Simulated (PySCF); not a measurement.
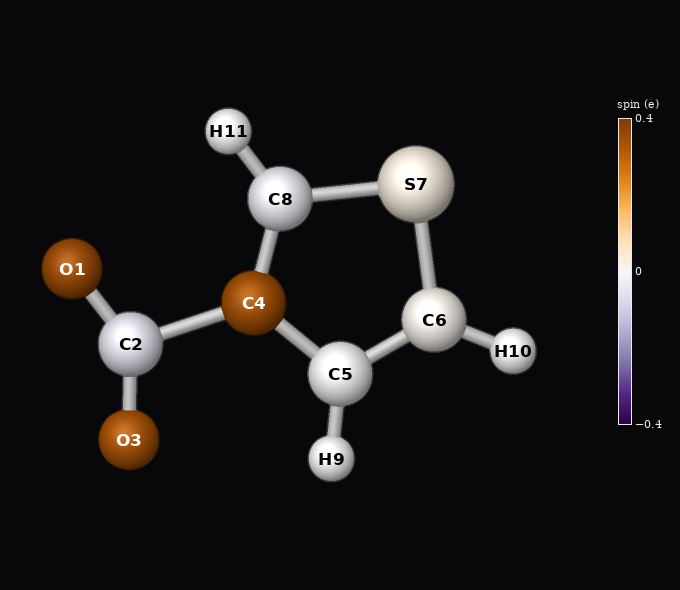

Atoms are coloured by their Mulliken spin populations. Charge 0, doublet. The computed structure is the end point of a GFN2-xTB optimisation. No frequency run is at hand to confirm it as a minimum. Level of theory: UKS B3LYP, pcH-1 on C H O S, non-relativistic (PySCF 2.14.0).

Question: Which atom carries the largest spin population?

Answer: O1 (0.35 e).

Question: Which atom has the lowest spin population?

Answer: C2 (−0.04 e); a negative value comes from spin polarisation.

Give the Mulliken spin populations atom by atom.

```csv
atom,value (e)
O1,0.35
C2,−0.04
O3,0.33
C4,0.34
C5,0.00
C6,0.01
S7,0.03
C8,−0.03
H9,0.00
H10,0.00
H11,0.00
```

Mulliken values depend strongly on the basis set.
